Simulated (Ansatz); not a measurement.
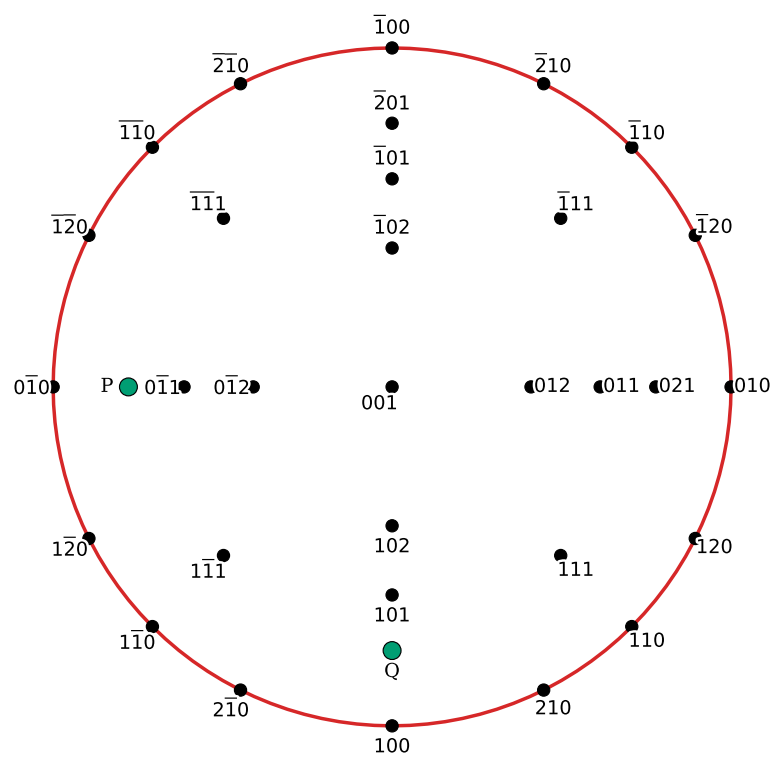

For LiBBr4, coordinates from a relaxation with DFT PBE, scalar-relativistic, plane waves, PAW in Ansatz; the starting structure was generated, so it need not be a known form of this composition: stereographic projection of plane normals (upper hemisphere) centred on (0 0 1). Geometry calculated from the standardised cell; symmetry tolerance 0.002 Å.

a = 4.672 Å, b = 4.672 Å, c = 9.204 Å, α = 90.00°, β = 90.00°, γ = 90.00°.

Index the poles marked P, Q.

P is (0 −2 1), 75.8° from the centre; Q is (2 0 1), 75.8° from the centre.

Which zone does the coloured great circle trace?

The zone [0 0 1]: its poles satisfy l = 0.

What is the angle between the normals of (0 −1 2) and (−1 1 0), and what are their d_hkl = 1/|g|?

119.7°; d = 3.279 Å and 3.304 Å.
